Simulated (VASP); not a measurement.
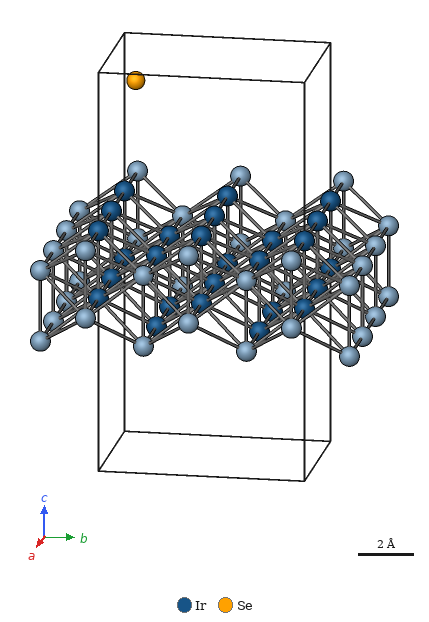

**Figure 1.** The structure as given in the input (ball-and-stick view of the cell of the calculation, with the vacuum cut short, seen slightly off an axis; neighbours outside the cell are drawn fainter).

**Single-point calculation, with input and output: Ir$_{16}$Se (part 1 of 3)**

System: Ir$_{16}$Se (slab, 17 atoms in the cell).
Method: Kohn-Sham DFT of a periodic cell, PBE, VASP PAW PBE potentials, recommended, no spin polarisation (VASP 6.6.1).

The structure derives from an entry of the Crystallography Open Database. It belongs to a series of runs on one base structure; here: Se at 1/8 of the diagonal of the surface cell, 4.37 A above the top plane.

OSZICAR:
```
N       E                     dE             d eps       ncg     rms          rms(c)
DAV:   1     0.133623119771E+04    0.13362E+04   -0.57037E+04  1958   0.139E+03
DAV:   2     0.599679630195E+02   -0.12763E+04   -0.11961E+04  2013   0.405E+02
DAV:   3    -0.120086775978E+03   -0.18005E+03   -0.16892E+03  2572   0.127E+02
DAV:   4    -0.136409627048E+03   -0.16323E+02   -0.15038E+02  2924   0.373E+01
DAV:   5    -0.137519000153E+03   -0.11094E+01   -0.10407E+01  3060   0.725E+00    0.477E+01
RMM:   6    -0.145682327229E+03   -0.81633E+01   -0.24337E+01  2088   0.243E+01    0.296E+01
RMM:   7    -0.210644943854E+03   -0.64963E+02   -0.19433E+02  3324   0.317E+01    0.552E+01
RMM:   8    -0.147803403363E+03    0.62842E+02   -0.38204E+01  2356   0.212E+01    0.215E+01
RMM:   9    -0.140195151981E+03    0.76083E+01   -0.83136E+01  2898   0.268E+01    0.217E+01
RMM:  10    -0.130967903356E+03    0.92272E+01   -0.86313E+00  2169   0.116E+01    0.923E+00
RMM:  11    -0.127754184365E+03    0.32137E+01   -0.66113E+00  2326   0.565E+00    0.728E+00
RMM:  12    -0.126489928561E+03    0.12643E+01   -0.19410E+00  2675   0.398E+00    0.540E+00
RMM:  13    -0.126867631118E+03   -0.37770E+00   -0.80046E-01  2902   0.166E+00    0.119E+01
RMM:  14    -0.126809441870E+03    0.58189E-01   -0.62766E-01  2538   0.220E+00    0.504E+00
RMM:  15    -0.127747451859E+03   -0.93801E+00   -0.32599E-01  2492   0.163E+00    0.579E+00
RMM:  16    -0.127451760638E+03    0.29569E+00   -0.10581E-01  2600   0.943E-01    0.578E+00
RMM:  17    -0.126916637278E+03    0.53512E+00   -0.41575E-02  2370   0.668E-01    0.522E+00
RMM:  18    -0.126469966884E+03    0.44667E+00   -0.36520E-02  2822   0.313E-01    0.492E+00
RMM:  19    -0.126187474313E+03    0.28249E+00   -0.18792E-02  2782   0.257E-01    0.469E+00
RMM:  20    -0.126172323902E+03    0.15150E-01   -0.50816E-03  2916   0.141E-01    0.472E+00
RMM:  21    -0.126102255917E+03    0.70068E-01   -0.28940E-03  2727   0.124E-01    0.467E+00
RMM:  22    -0.125837176908E+03    0.26508E+00   -0.94130E-03  2845   0.153E-01    0.280E+00
RMM:  23    -0.125794710759E+03    0.42466E-01   -0.35831E-03  2806   0.875E-02    0.145E+00
RMM:  24    -0.125787965579E+03    0.67452E-02   -0.30850E-03  2975   0.112E-01    0.128E+00
RMM:  25    -0.125786659650E+03    0.13059E-02   -0.11998E-03  2649   0.854E-02    0.118E+00
RMM:  26    -0.125883498187E+03   -0.96839E-01   -0.59473E-03  2853   0.124E-01    0.356E+00
RMM:  27    -0.126061006193E+03   -0.17751E+00   -0.76937E-03  2999   0.135E-01    0.453E+00
RMM:  28    -0.125916250324E+03    0.14476E+00   -0.37006E-03  3240   0.145E-01    0.378E+00
RMM:  29    -0.125933473595E+03   -0.17223E-01   -0.15075E-03  2796   0.904E-02    0.392E+00
RMM:  30    -0.125846599996E+03    0.86874E-01   -0.23280E-03  2869   0.947E-02    0.300E+00
RMM:  31    -0.125839876742E+03    0.67233E-02   -0.47009E-04  2796   0.421E-02    0.294E+00
RMM:  32    -0.125779127327E+03    0.60749E-01   -0.53555E-03  3165   0.101E-01    0.669E-01
RMM:  33    -0.125833977782E+03   -0.54850E-01   -0.25312E-03  3074   0.725E-02    0.346E+00
RMM:  34    -0.125816540623E+03    0.17437E-01   -0.69154E-04  2598   0.567E-02    0.284E+00
RMM:  35    -0.125784670693E+03    0.31870E-01   -0.75890E-04  2959   0.646E-02    0.120E+00
RMM:  36    -0.125779081452E+03    0.55892E-02   -0.66168E-04  2809   0.521E-02    0.650E-01
RMM:  37    -0.125780166899E+03   -0.10854E-02   -0.45602E-04  2467   0.423E-02    0.808E-01
RMM:  38    -0.125776880399E+03    0.32865E-02   -0.11763E-04  2408   0.274E-02    0.119E-01
RMM:  39    -0.125776934047E+03   -0.53648E-04   -0.49890E-05  2572   0.167E-02    0.820E-02
RMM:  40    -0.125777039662E+03   -0.10561E-03   -0.22769E-05  2644   0.995E-03    0.500E-02
RMM:  41    -0.125777141375E+03   -0.10171E-03   -0.17454E-05  2583   0.952E-03    0.380E-02
RMM:  42    -0.125777247594E+03   -0.10622E-03   -0.10073E-05  2515   0.715E-03    0.858E-02
RMM:  43    -0.125777339723E+03   -0.92129E-04   -0.16523E-05  2675   0.596E-03    0.114E-01
RMM:  44    -0.125777419333E+03   -0.79610E-04   -0.63439E-06  2594   0.456E-03    0.146E-01
RMM:  45    -0.125777334161E+03    0.85173E-04   -0.28188E-06  2465   0.346E-03    0.332E-02
RMM:  46    -0.125777352124E+03   -0.17963E-04   -0.30118E-06  2310   0.302E-03    0.175E-02
RMM:  47    -0.125777359988E+03   -0.78642E-05   -0.12695E-06  1947   0.191E-03    0.683E-03
RMM:  48    -0.125777364223E+03   -0.42353E-05   -0.45072E-07  1512   0.150E-03    0.161E-03
RMM:  49    -0.125777366427E+03   -0.22040E-05   -0.18137E-07  1321   0.112E-03    0.238E-03
RMM:  50    -0.125777367438E+03   -0.10103E-05   -0.74132E-08  1224   0.810E-04    0.682E-03
RMM:  51    -0.125777368249E+03   -0.81133E-06   -0.94500E-08  1246   0.759E-04    0.111E-03
RMM:  52    -0.125777368746E+03   -0.49711E-06   -0.34649E-08   933   0.564E-04    0.433E-03
RMM:  53    -0.125777368943E+03   -0.19734E-06   -0.21454E-08   835   0.453E-04    0.145E-03
RMM:  54    -0.125777369291E+03   -0.34731E-06   -0.21172E-08   729   0.405E-04    0.163E-03
RMM:  55    -0.125777369523E+03   -0.23220E-06   -0.19653E-08   677   0.379E-04    0.276E-03
RMM:  56    -0.125777369579E+03   -0.55783E-07   -0.12383E-08   633   0.353E-04
   1 F= -.12577737E+03 E0= -.12565105E+03  d E =-.252644E+00
```

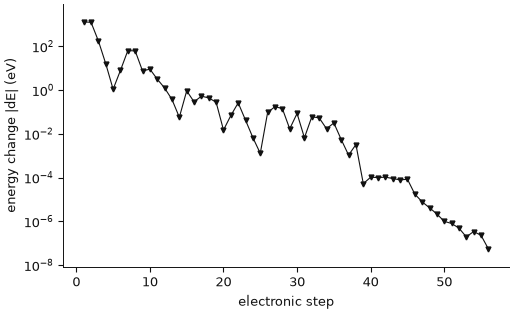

**Figure 2.** Convergence of the self-consistent field: energy change |dE| against the electronic step. It takes 56 electronic steps. The density is held fixed in the first few steps, and dE rises again when its update begins.

Parts of OUTCAR:
```
PREC = Accurate
   ENCUT = 520
   EDIFF = 1E-7
   ISMEAR = 0
   LREAL = Auto
   LASPH = True
   NELM = 100
   ISIF = 2
   GGA = PE

 ion  position               nearest neighbor table
   1  0.250  0.250  0.191-   9 2.72   3 2.74   3 2.74   7 2.74   8 2.74   5 2.74   6 2.74
   2  0.250  0.750  0.191-  10 2.72   4 2.74   4 2.74   7 2.74   8 2.74   5 2.74   6 2.74
   3  0.750  0.250  0.191-  11 2.72   1 2.74   1 2.74   7 2.74   8 2.74   5 2.74   6 2.74
   4  0.750  0.750  0.191-  12 2.72   2 2.74   2 2.74   7 2.74   8 2.74   5 2.74   6 2.74
   5  0.000  0.000  0.256-  13 2.59  10 2.73  11 2.73  12 2.73   9 2.73   7 2.74   7 2.74   4 2.74
                             1 2.74   2 2.74   3 2.74
   6  0.000  0.500  0.256-  14 2.59  10 2.73  11 2.73  12 2.73   9 2.73   8 2.74   8 2.74   4 2.74
                             1 2.74   2 2.74   3 2.74
   7  0.500  0.000  0.256-  15 2.59  10 2.73  11 2.73  12 2.73   9 2.73   5 2.74   5 2.74   4 2.74
                             1 2.74   2 2.74   3 2.74
   8  0.500  0.500  0.256-  16 2.59  10 2.73  11 2.73  12 2.73   9 2.73   6 2.74   6 2.74   4 2.74
                             1 2.74   2 2.74   3 2.74
   9  0.250  0.250  0.321-  13 2.67  14 2.67  15 2.67  16 2.67   1 2.72   5 2.73   6 2.73   7 2.73
                             8 2.73  11 2.74  11 2.74
  10  0.250  0.750  0.321-  13 2.67  14 2.67  15 2.67  16 2.67   2 2.72   5 2.73   6 2.73   7 2.73
                             8 2.73  12 2.74  12 2.74
  11  0.750  0.250  0.321-  13 2.67  14 2.67  15 2.67  16 2.67   3 2.72   5 2.73   6 2.73   7 2.73
                             8 2.73   9 2.74   9 2.74
  12  0.750  0.750  0.321-  13 2.67  14 2.67  15 2.67  16 2.67   4 2.72   5 2.73   6 2.73   7 2.73
                             8 2.73  10 2.74  10 2.74
  13  0.000  0.000  0.380-   5 2.59   9 2.67  10 2.67  11 2.67  12 2.67  15 2.74  15 2.74
  14  0.000  0.500  0.380-   6 2.59   9 2.67  10 2.67  11 2.67  12 2.67  16 2.74  16 2.74
  15  0.500  0.000  0.380-   7 2.59   9 2.67  10 2.67  11 2.67  12 2.67  13 2.74  13 2.74
  16  0.500  0.500  0.380-   8 2.59   9 2.67  10 2.67  11 2.67  12 2.67  14 2.74  14 2.74
  17  0.062  0.062  0.588-

  LATTYP: Found a simple orthorhombic cell.
 ALAT       =     5.4739356551
 B/A-ratio  =     1.4142135624
 C/A-ratio  =     3.8290906029

  Lattice vectors:

 A1 = (   5.4739356551,   0.0000000000,   0.0000000000)
 A2 = (   0.0000000000,   7.7413140431,   0.0000000000)
 A3 = (   0.0000000000,   0.0000000000,  20.9601955780)

Analysis of symmetry for initial positions (statically):
=====================================================================
 Subroutine PRICEL returns:
 Original cell was already a primitive cell.

 Routine SETGRP: Setting up the symmetry group for a
 simple orthorhombic supercell.

 Subroutine GETGRP returns: Found  1 space group operations
 (whereof  1 operations were pure point group operations)
 out of a pool of  8 trial point group operations.

The static configuration has the point symmetry C_1 .

Analysis of symmetry for dynamics (positions and initial velocities):
=====================================================================
 Subroutine PRICEL returns:
 Original cell was already a primitive cell.

 Routine SETGRP: Setting up the symmetry group for a
 simple orthorhombic supercell.

 Subroutine GETGRP returns: Found  1 space group operations
 (whereof  1 operations were pure point group operations)
 out of a pool of  8 trial point group operations.

The dynamic configuration has the point symmetry C_1 .

 Subroutine INISYM returns: Found  1 space group operations
 (whereof  1 operations are pure point group operations),
 and found     1 'primitive' translations

----------------------------------------------------------------------------------------

                                     Primitive cell

  volume of cell :     888.1978

  direct lattice vectors                    reciprocal lattice vectors
     5.473935655  0.000000000  0.000000000     0.182683916  0.000000000  0.000000000
     0.000000000  7.741314043  0.000000000     0.000000000  0.129177036  0.000000000
     0.000000000  0.000000000 20.960195578     0.000000000  0.000000000  0.047709478

  length of vectors
     5.473935655  7.741314043 20.960195578     0.182683916  0.129177036  0.047709478

  position of ions in fractional coordinates (direct lattice)
     0.250000000  0.250000000  0.190837914
     0.250000000  0.750000000  0.190837914
     0.750000000  0.250000000  0.190837914
     0.750000000  0.750000000  0.190837914
     0.000000000  0.000000000  0.256127568
     0.000000000  0.500000000  0.256127568
     0.500000000  0.000000000  0.256127568
     0.500000000  0.500000000  0.256127568
     0.250000000  0.250000000  0.320711883
     0.250000000  0.750000000  0.320711883
     0.750000000  0.250000000  0.320711883
     0.750000000  0.750000000  0.320711883
     0.000000000  0.000000000  0.379776780
     0.000000000  0.500000000  0.379776780
     0.500000000  0.000000000  0.379776780
     0.500000000  0.500000000  0.379776780
     0.062500000  0.062500000  0.588267201

  ion indices of the primitive-cell ions
   primitive index   ion index
                 1           1
                 2           2
                 3           3
                 4           4
                 5           5
                 6           6
                 7           7
                 8           8
                 9           9
                10          10
                11          11
                12          12
                13          13
                14          14
                15          15
                16          16
                17          17

----------------------------------------------------------------------------------------

 KPOINTS: regular mesh

Automatic generation of k-mesh.
 Grid dimensions read from file:
 generate k-points for:    5    4    1

 Generating k-lattice:

  Cartesian coordinates                     Fractional coordinates (reciprocal lattice)
     0.036536783  0.000000000  0.000000000     0.200000000  0.000000000  0.000000000
     0.000000000  0.032294259  0.000000000     0.000000000  0.250000000  0.000000000
     0.000000000  0.000000000  0.047709478     0.000000000  0.000000000  1.000000000

  Length of vectors
     0.036536783  0.032294259  0.047709478

  Shift w.r.t. Gamma in fractional coordinates (k-lattice)
     0.000000000  0.000000000  0.000000000

 Subroutine IBZKPT returns following result:
 ===========================================

 Found     11 irreducible k-points:

 Following reciprocal coordinates:
            Coordinates               Weight
  0.000000  0.000000  0.000000      1.000000
  0.200000  0.000000  0.000000      2.000000
  0.400000  0.000000  0.000000      2.000000
  0.000000  0.250000  0.000000      2.000000
  0.200000  0.250000  0.000000      2.000000
  0.200000 -0.250000  0.000000      2.000000
  0.400000  0.250000  0.000000      2.000000
  0.400000 -0.250000  0.000000      2.000000
  0.000000  0.500000  0.000000      1.000000
  0.200000  0.500000  0.000000      2.000000
  0.400000  0.500000  0.000000      2.000000
```
